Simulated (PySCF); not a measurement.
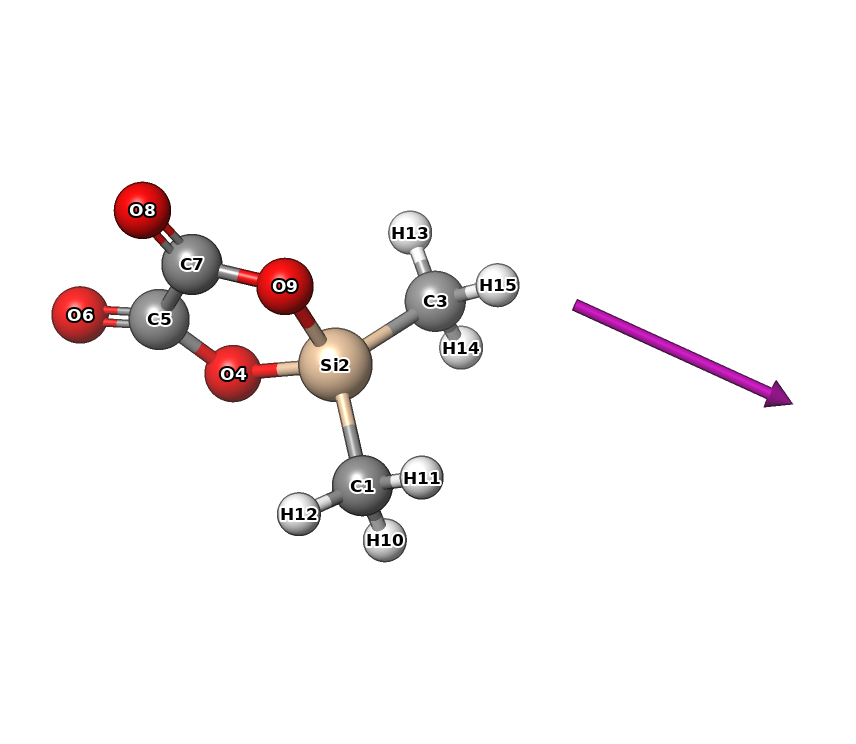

The arrow beside the molecule shows the direction of the dipole moment, from the negative to the positive end (its length means nothing). The geometry was computed by an optimisation with GFN2-xTB. No frequency run is at hand to confirm it as a minimum. Level of theory: PBE0/def2-SVPD, gas phase (PySCF 2.14.0).

How large is the dipole moment?

6.86 D; it points from the side of O6, O8 to the side of H10, H11, H14, H15 (the outermost atoms at the two ends).

The geometry is semi-empirical. Around Si such bond lengths and angles can be off by a tenth of an ångström or more and by several degrees, and values that hang on the shape move with them.
